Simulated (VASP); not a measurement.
Band structure of CaS (space group Fm-3m). Calculation: PBE GGA, VASP's PBE PAW potentials (set 64) (plane waves; VASP 6.6.1).

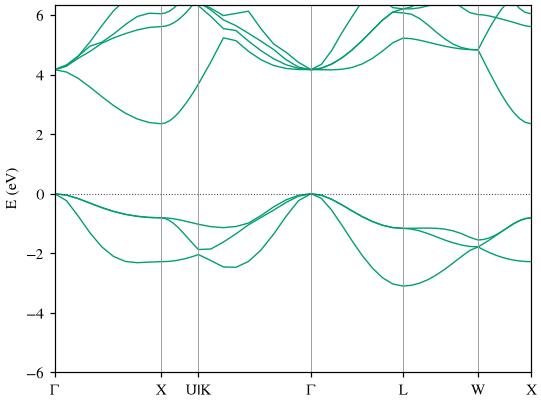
Figure. Bands along high-symmetry lines, zero at the valence-band maximum or, without a gap, the Fermi level

Read the plot: is there a gap, and where are the band edges?

The gap is indirect, 2.35 eV, from the valence maximum at Γ to the conduction minimum at X.

The structure is a typed CaS crystal (Fm-3m). The cell was not relaxed at this level.
